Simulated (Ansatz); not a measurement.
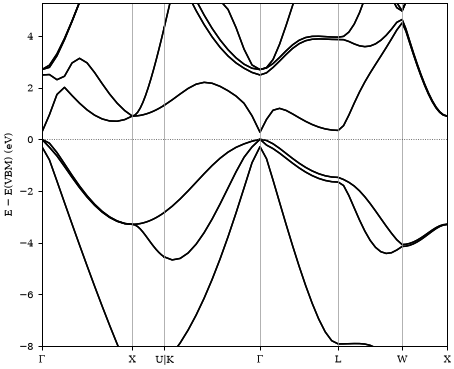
Figure. Band structure from the program Ansatz at the r²SCAN with spin–orbit coupling level (PAW)

Task: Read off the gap and where the band edges lie.

Result: About 0.3 eV (0.27 eV by a search for the band edges); maximum at Γ, minimum at Γ.

The material is Ge (diamond, Fd-3m).

The r²SCAN relaxation kept the symmetry of its start; phonons on a q-mesh show no instability.

Potentials: the later of the program's two PAW sets.
